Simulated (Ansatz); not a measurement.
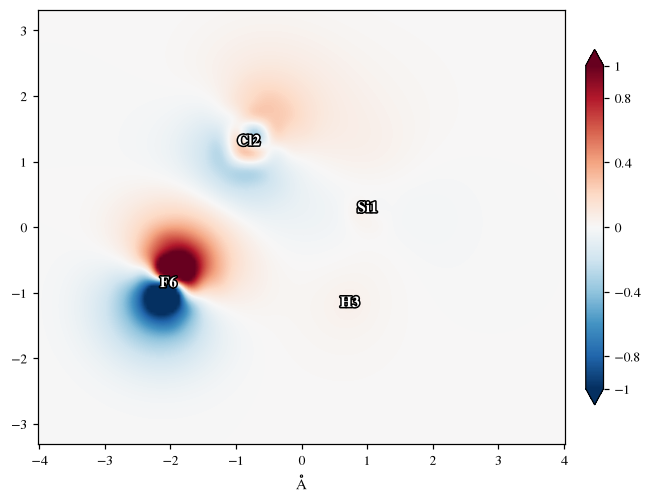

The picture shows: ClH3Si···F (doublet). One frontier orbital on the plane of atoms Cl2, Si1 and H3 (values in Å⁻³ᐟ²; the overall sign is arbitrary).

Theory: UKS BHLYP-D4/def2-SVP in Ansatz.

```xyz
6

Si   -0.0806    0.0000    0.2361
Cl   -1.2369    0.0000    1.9662
H     1.3395    0.0000    0.6185
H    -0.4212    1.2104   -0.5344
H    -0.4212   -1.2104   -0.5344
F     0.8218    0.0000    3.3494
```

Which orbital is it: HOMO (β) or LUMO (β)?

Answer. The LUMO (β), at −2.95 eV. It lies mainly on F6 (about 85 %) and Cl2 (about 10 %).
